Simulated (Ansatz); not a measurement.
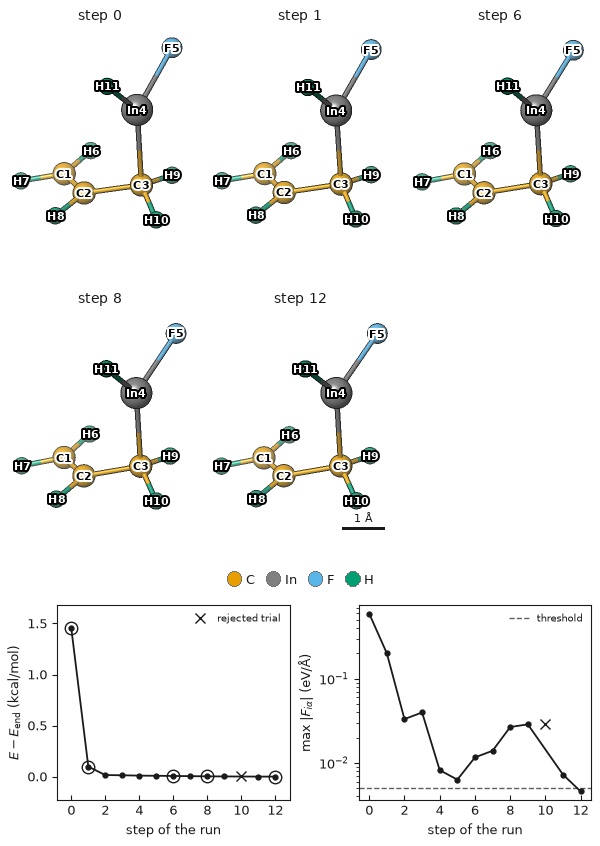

Frames of a relaxation of C₃H₆FIn, marked on the history of the run. Style: ball-and-stick. Shown from a free direction.

The start comes from PBE-D4/def2-SVP.

Method: Ansatz, RKS PBE0-D4/def2-TZVP.

Input file:
```yaml
crystal:
  periodic: [false, false, false]
  atoms:
    - {symbol: C, position_ang: [-1.436586, 0.799851, -0.869099]}
    - {symbol: C, position_ang: [-0.578357, -0.244463, -0.873356]}
    - {symbol: C, position_ang: [0.872943, -0.189777, -0.540799]}
    - {symbol: In, position_ang: [0.980938, -0.647270, 1.604704]}
    - {symbol: F, position_ang: [1.327570, 1.051355, 2.594365]}
    - {symbol: H, position_ang: [-1.099672, 1.823521, -0.633748]}
    - {symbol: H, position_ang: [-2.501252, 0.662934, -1.110430]}
    - {symbol: H, position_ang: [-0.981734, -1.246173, -1.116038]}
    - {symbol: H, position_ang: [1.310572, 0.822240, -0.639335]}
    - {symbol: H, position_ang: [1.480378, -0.928797, -1.096597]}
    - {symbol: H, position_ang: [0.690699, -1.960322, 2.700935]}
basis:
  gaussian: {orbitals: def2-TZVP}
hamiltonian: {xc: pbe0, dispersion: d4}
relax: {f_tol: 0.005, max_steps: 150}
```

Command:
```bash
ansatz run in.yaml --threads 4 --pin off --events-out ev --progress --plain --max-ram 10444MiB
```

What happens along the run?

Answer. F5 moves most after the best rigid fit: 0.17 Å. Largest moves by element: F 0.17 Å, H 0.08 Å, C 0.05 Å, In 0.02 Å. Some distances before and after: C3–In4 2.196 → 2.155 Å, In4–H11 1.735 → 1.706 Å, In4–F5 1.996 → 1.969 Å, C1–C2 1.352 → 1.332 Å. Over 11 accepted moves (12 points after the start) the energy falls by 1.45 kcal/mol. The largest force component goes from 0.6 to 0.0046 eV/Å. The line search rejected the trial step at point 10 of the run. From step 0 to 1: H11 moves most (0.05 Å), energy −1.35 kcal/mol. From step 1 to 6: F5 moves most (0.06 Å), energy −0.09 kcal/mol. From step 6 to 8: F5 moves most (0.08 Å), energy 0.00 kcal/mol. From step 8 to 12: F5 moves most (0.04 Å), energy 0.00 kcal/mol.

| step | E − E(0), kcal/mol | largest force component, eV/Å | note |
| --- | --- | --- | --- |
| 0 | 0.00 | 0.5957 |  |
| 1 | -1.35 | 0.2008 |  |
| 2 | -1.44 | 0.0332 |  |
| 3 | -1.44 | 0.0398 |  |
| 4 | -1.44 | 0.0082 |  |
| 5 | -1.44 | 0.0063 |  |
| 6 | -1.44 | 0.0116 |  |
| 7 | -1.45 | 0.0139 |  |
| 8 | -1.45 | 0.0267 |  |
| 9 | -1.45 | 0.0287 |  |
| 10 | -1.45 | 0.0292 | rejected |
| 11 | -1.45 | 0.0072 |  |
| 12 | -1.45 | 0.0046 |  |
